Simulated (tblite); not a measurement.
# Geometry relaxation, with input and output: GeHClF

The run: geometry relaxation of GeHClF, multiplicity 2, SMILES [F][GeH][Cl]. Method and program: GFN2-xTB geometry optimisation, gas phase (tblite 0.8.0).

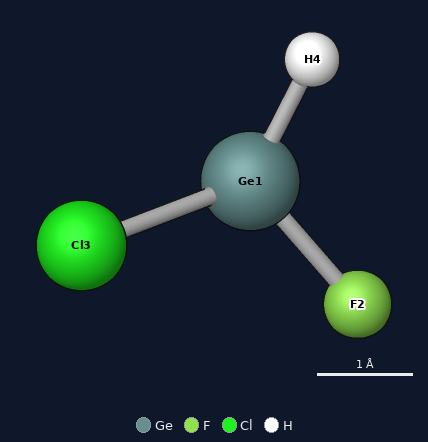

**Figure 1.** The starting structure (ball-and-stick view, seen at a tilt; atoms are numbered from 1 in the order of the input). Sticks mark near contacts. Bond lengths as drawn: Cl–Ge 2.23 Å, F–Ge 1.78 Å and Ge–H 1.50 Å.

## Input
```
{"job": {"kind": "relax", "xc": "GFN2-xTB", "basis": "xTB"}, "charge": 0, "multiplicity": 2}
Ge     0.388893    -1.485916     0.024534
F     -0.945021    -0.516209    -0.651975
Cl     1.621051    -2.573512    -1.488584
H      1.132426    -0.838501     1.158825
```

The first line tells a small driver script what to run in tblite; the rest is the geometry in Å.

Machine: 1 CPU thread, shared host.

Run as:
```bash
OMP_NUM_THREADS=1 python <driver script> task.json out
```

## The program's output
```
step      E/eV     max force
  0    -320.11245    3.022
  1    -320.28216    2.274
  2    -320.54090    0.882
  3    -320.58542    0.536
  4    -320.60310    0.542
  5    -320.61980    0.516
  6    -320.64172    0.385
  7    -320.66191    0.448
  8    -320.67990    0.624
  9    -320.69881    0.679
 10    -320.71586    0.479
 11    -320.72412    0.180
 12    -320.72560    0.061
 13    -320.72575    0.053
 14    -320.72610    0.055
 15    -320.72629    0.062
 16    -320.72657    0.079
 17    -320.72688    0.075
 18    -320.72715    0.044
 19    -320.72724    0.013
 20    -320.72725    0.002
```

## Trajectory as extended XYZ (Å, eV, eV/Å), 21 frames, from step=0 to step=20
```
4
Properties=species:S:1:pos:R:3:forces:R:3 step=0 energy=-320.11245
Ge    0.3889   -1.4859    0.0245   -0.9470  -2.8260  -0.5010
F    -0.9450   -0.5162   -0.6520   -0.0340   0.8670  -0.3380
Cl    1.6211   -2.5735   -1.4886    0.0150   0.5650   0.0430
H     1.1324   -0.8385    1.1588    0.9650   1.3940   0.7960
4
Properties=species:S:1:pos:R:3:forces:R:3 step=1 energy=-320.28216
Ge    0.3754   -1.5263    0.0174   -0.7480  -2.1460  -0.0860
F    -0.9455   -0.5038   -0.6568    0.0900   0.6550  -0.2730
Cl    1.6213   -2.5654   -1.4880    0.0250   0.4820  -0.0130
H     1.1462   -0.8186    1.1702    0.6320   1.0100   0.3710
4
Properties=species:S:1:pos:R:3:forces:R:3 step=2 energy=-320.54090
Ge    0.3341   -1.6449    0.0118   -0.5220  -0.6310   0.3290
F    -0.9409   -0.4676   -0.6718    0.3960   0.0580  -0.0670
Cl    1.6226   -2.5390   -1.4885    0.0240   0.2820  -0.1070
H     1.1815   -0.7626    1.1914    0.1030   0.2910  -0.1550
4
Properties=species:S:1:pos:R:3:forces:R:3 step=3 energy=-320.58542
Ge    0.3092   -1.6989    0.0160   -0.4080  -0.1280   0.3230
F    -0.9314   -0.4539   -0.6784    0.4700  -0.1630   0.0150
Cl    1.6235   -2.5241   -1.4908   -0.0160   0.2200  -0.0960
H     1.1960   -0.7372    1.1960   -0.0470   0.0710  -0.2420
4
Properties=species:S:1:pos:R:3:forces:R:3 step=4 energy=-320.60310
Ge    0.2883   -1.7310    0.0231   -0.2760   0.0950   0.2600
F    -0.9179   -0.4493   -0.6816    0.4740  -0.2560   0.0510
Cl    1.6236   -2.5120   -1.4936   -0.0750   0.2000  -0.0450
H     1.2034   -0.7218    1.1949   -0.1240  -0.0380  -0.2660
4
Properties=species:S:1:pos:R:3:forces:R:3 step=5 energy=-320.61980
Ge    0.2647   -1.7561    0.0344   -0.0930   0.2000   0.1720
F    -0.8961   -0.4512   -0.6832    0.4280  -0.2810   0.0630
Cl    1.6218   -2.4973   -1.4967   -0.1540   0.1940   0.0340
H     1.2070   -0.7095    1.1883   -0.1810  -0.1130  -0.2700
4
Properties=species:S:1:pos:R:3:forces:R:3 step=6 energy=-320.64172
Ge    0.2340   -1.7779    0.0536    0.1860   0.1940   0.0710
F    -0.8575   -0.4623   -0.6830    0.3020  -0.2120   0.0370
Cl    1.6155   -2.4748   -1.4998   -0.2560   0.1890   0.1470
H     1.2054   -0.6992    1.1720   -0.2320  -0.1720  -0.2550
4
Properties=species:S:1:pos:R:3:forces:R:3 step=7 energy=-320.66191
Ge    0.2126   -1.7834    0.0741    0.4440   0.0400   0.0450
F    -0.8152   -0.4804   -0.6807    0.1210  -0.0310  -0.0420
Cl    1.6042   -2.4520   -1.4998   -0.3140   0.1770   0.2270
H     1.1957   -0.6983    1.1492   -0.2510  -0.1860  -0.2290
4
Properties=species:S:1:pos:R:3:forces:R:3 step=8 energy=-320.67990
Ge    0.2089   -1.7750    0.0922    0.5850  -0.1950   0.0940
F    -0.7798   -0.4989   -0.6784   -0.0550   0.1880  -0.1420
Cl    1.5889   -2.4332   -1.4953   -0.3020   0.1560   0.2420
H     1.1793   -0.7071    1.1243   -0.2280  -0.1490  -0.1930
4
Properties=species:S:1:pos:R:3:forces:R:3 step=9 energy=-320.69881
Ge    0.2222   -1.7627    0.1097    0.5320  -0.3970   0.1430
F    -0.7515   -0.5132   -0.6784   -0.1640   0.3360  -0.1990
Cl    1.5690   -2.4159   -1.4859   -0.2160   0.1170   0.1880
H     1.1576   -0.7223    1.0974   -0.1520  -0.0570  -0.1320
4
Properties=species:S:1:pos:R:3:forces:R:3 step=10 energy=-320.71586
Ge    0.2447   -1.7616    0.1264    0.2450  -0.3950   0.1170
F    -0.7310   -0.5183   -0.6825   -0.1420   0.2930  -0.1380
Cl    1.5472   -2.3984   -1.4735   -0.0640   0.0450   0.0620
H     1.1364   -0.7359    1.0724   -0.0400   0.0570  -0.0410
4
Properties=species:S:1:pos:R:3:forces:R:3 step=11 energy=-320.72412
Ge    0.2536   -1.7776    0.1336    0.0390  -0.1610   0.0710
F    -0.7251   -0.5125   -0.6874   -0.0460   0.1250  -0.0260
Cl    1.5380   -2.3889   -1.4679    0.0280  -0.0140  -0.0280
H     1.1309   -0.7351    1.0644   -0.0210   0.0500  -0.0180
4
Properties=species:S:1:pos:R:3:forces:R:3 step=12 energy=-320.72560
Ge    0.2525   -1.7892    0.1358    0.0050  -0.0150   0.0370
F    -0.7243   -0.5078   -0.6892   -0.0010   0.0360   0.0260
Cl    1.5374   -2.3862   -1.4678    0.0370  -0.0310  -0.0370
H     1.1317   -0.7309    1.0640   -0.0410   0.0090  -0.0260
4
Properties=species:S:1:pos:R:3:forces:R:3 step=13 energy=-320.72575
Ge    0.2526   -1.7906    0.1368    0.0020  -0.0010   0.0190
F    -0.7237   -0.5070   -0.6889    0.0060   0.0230   0.0350
Cl    1.5376   -2.3861   -1.4682    0.0320  -0.0300  -0.0300
H     1.1308   -0.7305    1.0632   -0.0400   0.0080  -0.0240
4
Properties=species:S:1:pos:R:3:forces:R:3 step=14 energy=-320.72610
Ge    0.2534   -1.7926    0.1392    0.0000   0.0140  -0.0360
F    -0.7230   -0.5044   -0.6871    0.0210  -0.0050   0.0500
Cl    1.5394   -2.3875   -1.4702    0.0100  -0.0210   0.0000
H     1.1276   -0.7296    1.0608   -0.0300   0.0120  -0.0150
4
Properties=species:S:1:pos:R:3:forces:R:3 step=15 energy=-320.72629
Ge    0.2542   -1.7927    0.1398    0.0010   0.0080  -0.0610
F    -0.7228   -0.5029   -0.6849    0.0250  -0.0120   0.0520
Cl    1.5410   -2.3893   -1.4715   -0.0040  -0.0130   0.0180
H     1.1250   -0.7292    1.0594   -0.0220   0.0170  -0.0090
4
Properties=species:S:1:pos:R:3:forces:R:3 step=16 energy=-320.72657
Ge    0.2555   -1.7924    0.1394    0.0050  -0.0090  -0.0780
F    -0.7224   -0.5009   -0.6804    0.0240  -0.0140   0.0440
Cl    1.5436   -2.3927   -1.4733   -0.0190  -0.0010   0.0350
H     1.1207   -0.7282    1.0572   -0.0100   0.0230  -0.0010
4
Properties=species:S:1:pos:R:3:forces:R:3 step=17 energy=-320.72688
Ge    0.2568   -1.7928    0.1374    0.0090  -0.0230  -0.0710
F    -0.7213   -0.4986   -0.6745    0.0180  -0.0090   0.0270
Cl    1.5461   -2.3964   -1.4747   -0.0260   0.0080   0.0400
H     1.1157   -0.7263    1.0546    0.0000   0.0240   0.0040
4
Properties=species:S:1:pos:R:3:forces:R:3 step=18 energy=-320.72715
Ge    0.2580   -1.7944    0.1344    0.0080  -0.0220  -0.0370
F    -0.7194   -0.4965   -0.6686    0.0070  -0.0020   0.0060
Cl    1.5478   -2.3994   -1.4751   -0.0200   0.0090   0.0250
H     1.1110   -0.7238    1.0521    0.0050   0.0150   0.0060
4
Properties=species:S:1:pos:R:3:forces:R:3 step=19 energy=-320.72724
Ge    0.2582   -1.7961    0.1328    0.0040  -0.0100  -0.0080
F    -0.7182   -0.4960   -0.6668    0.0010   0.0010  -0.0020
Cl    1.5476   -2.3995   -1.4745   -0.0070   0.0040   0.0060
H     1.1098   -0.7225    1.0513    0.0030   0.0050   0.0040
4
Properties=species:S:1:pos:R:3:forces:R:3 step=20 energy=-320.72725
Ge    0.2580   -1.7967    0.1326    0.0010  -0.0020   0.0010
F    -0.7179   -0.4962   -0.6672    0.0000   0.0000  -0.0010
Cl    1.5470   -2.3988   -1.4741   -0.0010   0.0000  -0.0010
H     1.1103   -0.7224    1.0515    0.0000   0.0010   0.0020
```

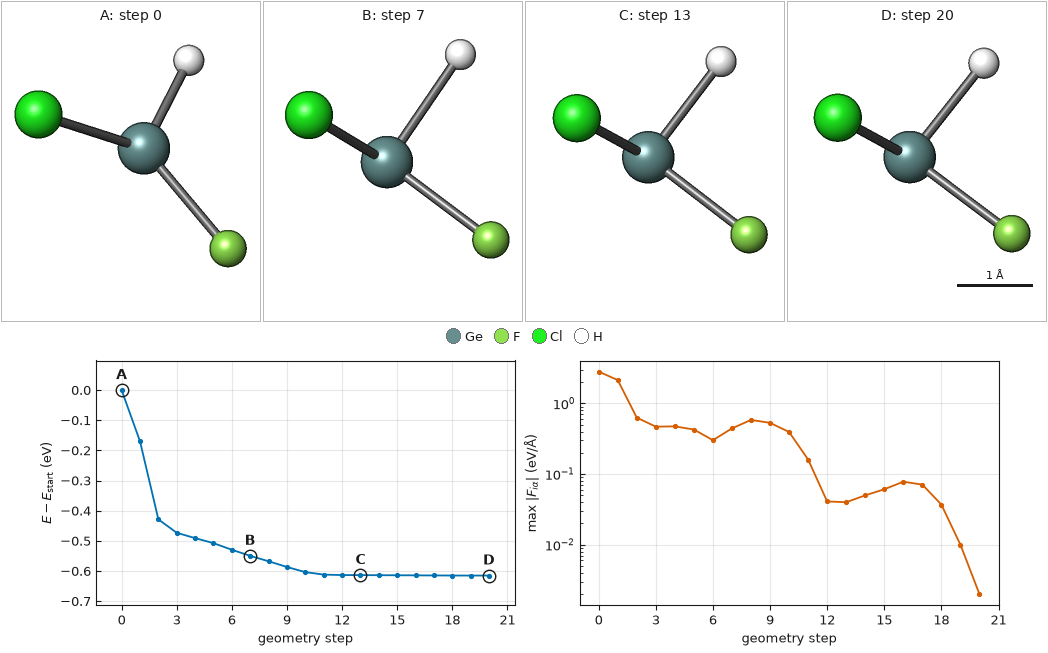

**Figure 2.** Frames of the relaxation (ball-and-stick view, seen at a tilt) above the curves, on which the letters mark them (steps are counted from 0).

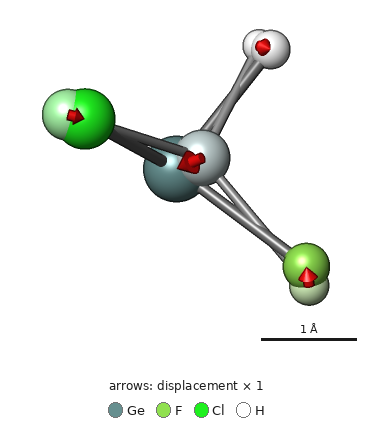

**Figure 3.** Start (faint) and end (solid) with the displacements as red arrows, at true length (ball-and-stick view, seen at a tilt). The two geometries are laid on each other by the best rigid fit. Over 20 geometry steps the energy falls by 0.615 eV. Largest force component: 2.8 eV/Å at the start, 0.002 eV/Å at the end. Ge1 moves most after the best rigid fit: 0.35 Å. Largest moves by element: Ge 0.35 Å, F 0.22 Å, Cl 0.19 Å, H 0.18 Å. Among the contacts that change: Ge1–H4 1.503 → 1.651 Å, Ge1–Cl3 2.234 → 2.146 Å, Ge1–F2 1.782 → 1.812 Å. Among the angles that change: F2–Ge1–H4 115.0° → 93.2°, F2–Ge1–Cl3 114.9° → 101.2°, Cl3–Ge1–H4 116.6° → 106.8°. (Atoms are counted from 1 in the order of the input.)

## Results in brief

- outcome: converged
- total energy: −320.7273 eV
- wall time: 0.51 s
- peak memory: 0.18 GiB
